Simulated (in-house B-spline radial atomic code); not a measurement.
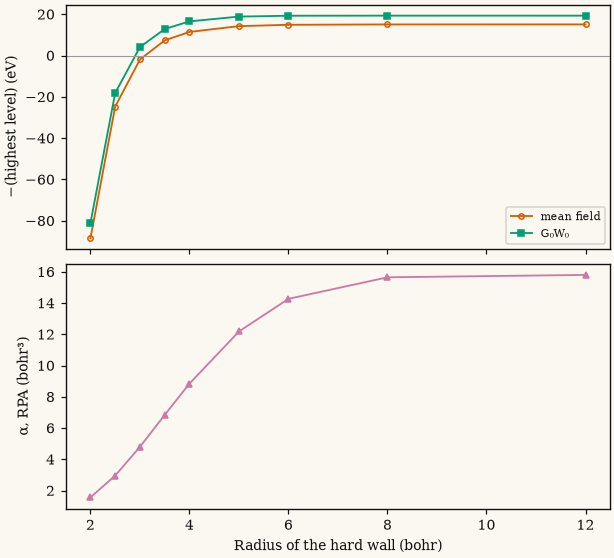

Hg⁺ ([Xe] 4f¹⁴ 5d¹⁰ 6s) confined in a hard spherical wall, PBE start. All-electron spherical atom, scalar X2C, no spin-orbit coupling, Breit or QED terms; computed with a B-spline radial code.

> Describe the effect of the wall.

As the wall closes from 12 to 2 bohr, the mean-field binding energy of 6s↑ goes from 15.06 to −88.44 eV, so the level rises above zero, and the G₀W₀ value from 19.30 (at 12 bohr) to −81.11 eV (at 2 bohr). The RPA-screened polarisability falls from 15.8 to 1.56 bohr³, and the RPA correlation energy goes from −7.15 to −7.24 hartree.

Note: relativistic terms absent here (spin-orbit coupling, Breit, QED) can be large for so heavy or highly charged an atom or ion.
